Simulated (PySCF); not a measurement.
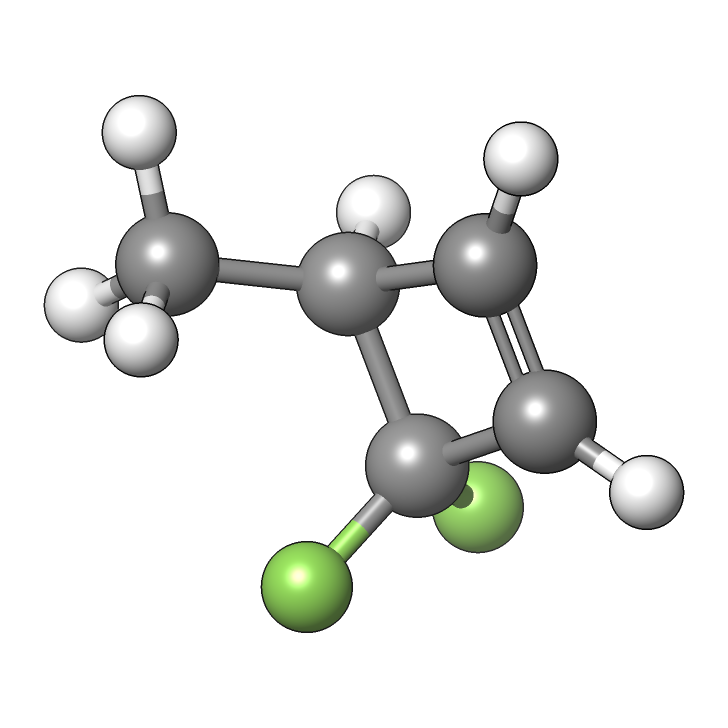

Ball-and-stick drawing of a structure. Multiple sticks mark multiple bonds (one Kekulé form). Colours: carbon grey, fluorine green, hydrogen white.

The geometry was computed by an optimisation with PBE0-D3(BJ)/def2-SVP. No frequency run is at hand to confirm it as a minimum.

Identify the structure.

Formula C5H6F2. SMILES: `C[C@H]1C=CC1(F)F`. Independent rings (smallest set): 1 of 4 members. Among its groups: alkene, C–F bond. The point group is C1. Coordination, clear cases only: 1 C tetrahedral; 1 C trigonal planar.

More results for the same structure follow; atom numbers are the same in all pictures, views and colours differ.

### Shape

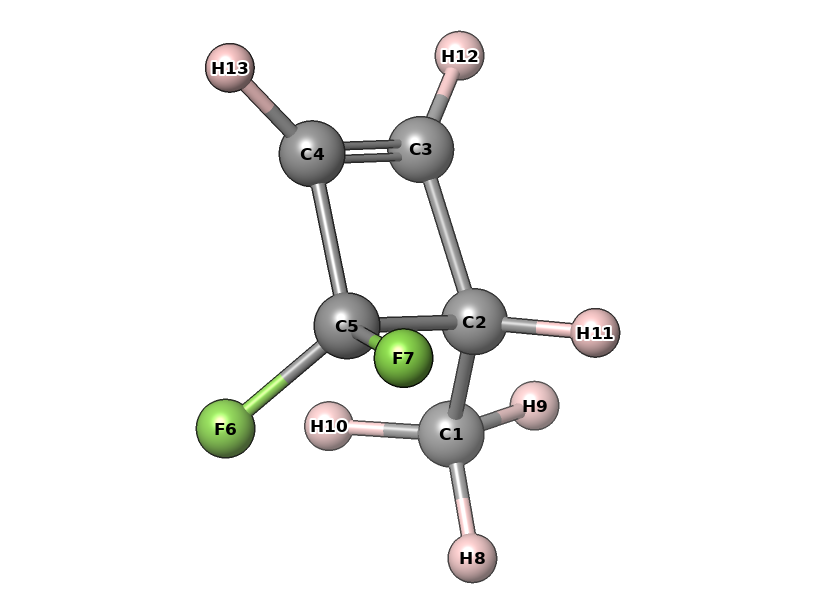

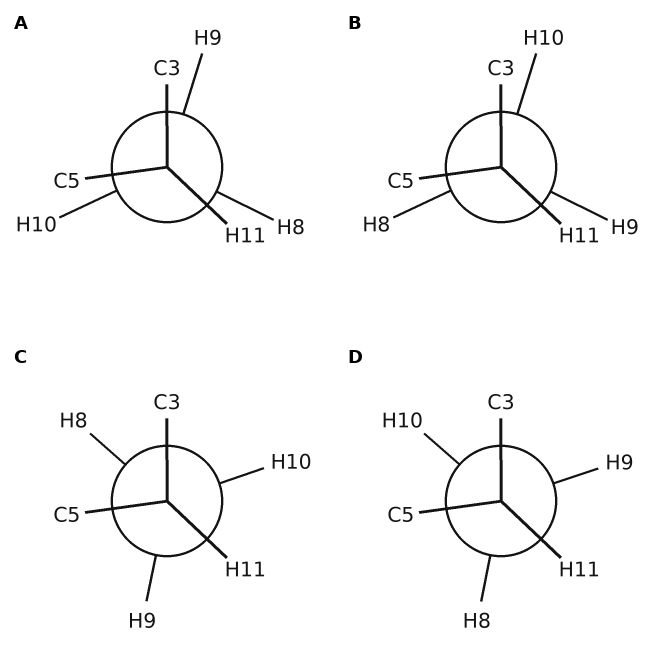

Depth is shown by fading: the farther an atom, the more it takes the colour of the background. Bonds that would overlap in a projection are set slightly apart. No frequency run is at hand to confirm it as a minimum.

Which Newman projection shows the view along C2–C1, with C2 in front?

Answer. D. The torsion angle C5–C2–C1–H8 is −71°, synclinal (gauche).

### Charges

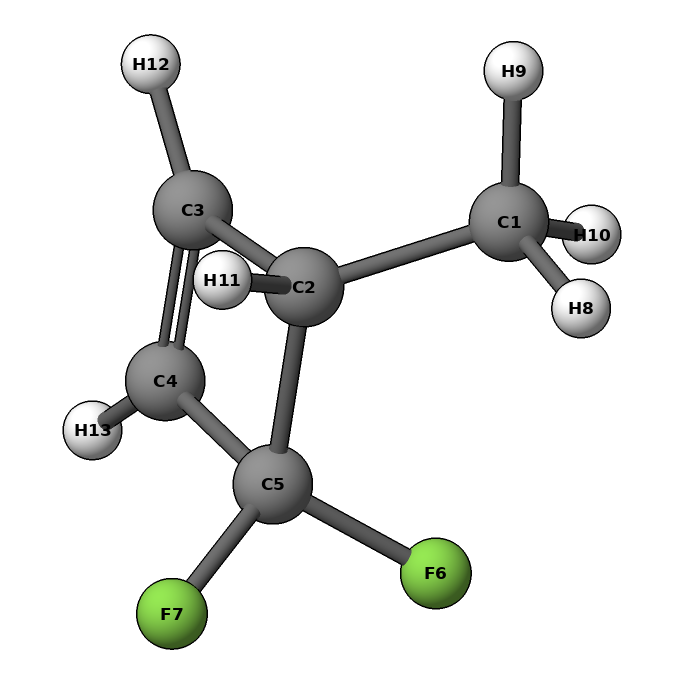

The questions are on ESP-fitted charges. No frequency run is at hand to confirm it as a minimum. Level of theory: PBE0/6-31G, gas phase (PySCF 2.14.0).

Which atom carries the highest charge (most positive or least negative)?

Answer. C5 (0.67 e).

And the lowest?

Answer. C1 (−0.42 e).

Give the ESP-fitted charges atom by atom.

```
atom  value (e)
  C1      −0.42
  C2       0.08
  C3      −0.22
  C4      −0.33
  C5       0.67
  F6      −0.28
  F7      −0.31
  H8       0.12
  H9       0.13
 H10       0.13
 H11       0.06
 H12       0.18
 H13       0.20
```

### Ring current

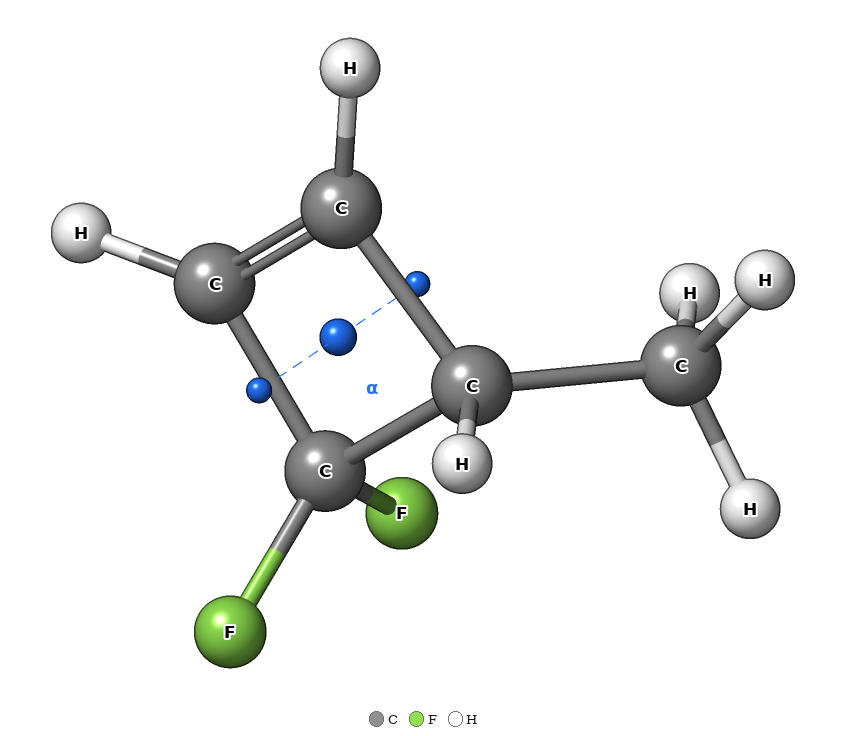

The small points mark where nucleus-independent chemical shifts (NICS) were computed: at the centre of each lettered ring and 1 Å above and below it. No frequency run is at hand to confirm it as a minimum. Level of theory: GIAO B97-2/pcSseg-1 NMR shielding, non-relativistic, gas phase (PySCF 2.14.0).

Give NICS(0), NICS(1) and the out-of-plane component NICS(1)zz for each ring (means of the two sides).

| ring | members | NICS(0) | NICS(1) | NICS(1)zz |
| --- | --- | --- | --- | --- |
| α | C4 | −0.3 | −2.6 | 1.8 |

Values in ppm.

### Dipole moment

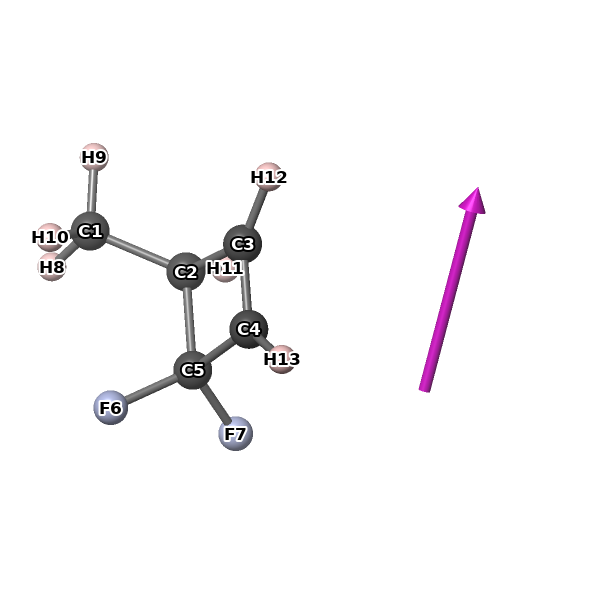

The arrow beside the molecule shows the direction of the dipole moment, from the negative to the positive end (its length means nothing). No frequency run is at hand to confirm it as a minimum. Level of theory: CAM-B3LYP/pcSseg-1, gas phase (PySCF 2.14.0).

Estimate the dipole moment.

Answer. 2.45 D; it points from the side of F6, F7 to the side of H12 (the outermost atoms at the two ends).
